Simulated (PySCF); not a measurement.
Vertical excitations of a molecule Cl₂H₅NSi₂ from TDA-PBE/def2-SVPD in PySCF 2.14.0, as energy in eV (oscillator strength): 5.82 (0.003), 5.99 (0.014), 6.37 (0.038), 6.86 (0.041), 6.96 (0.005), 7.01 (0.011), 7.03 (0.010), 7.10 (0.025), 7.20 (0.040), 7.30 (0.012). Lowest triplet (TDA): 5.62 eV. The structure is a stationary point at PBE-D3(BJ)/def2-SVP. The values are those of a single conformer.

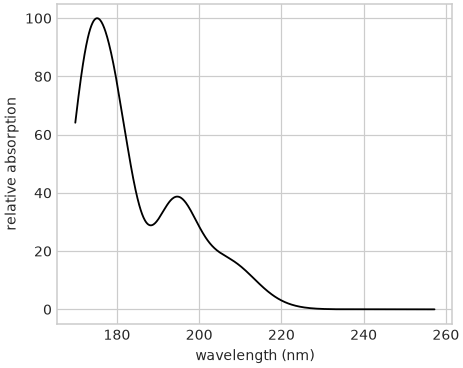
*The lines broadened by 0.4 eV.*

### Question
Identify the compound among the candidates.
A. [SiH3]N[SiH](Cl)Cl
B. N[SiH2][SiH](Cl)Cl
C. N[Si]([SiH3])(Cl)Cl
D. Cl[SiH2]N[SiH2]Cl

### Answer
A, [SiH3]N[SiH](Cl)Cl
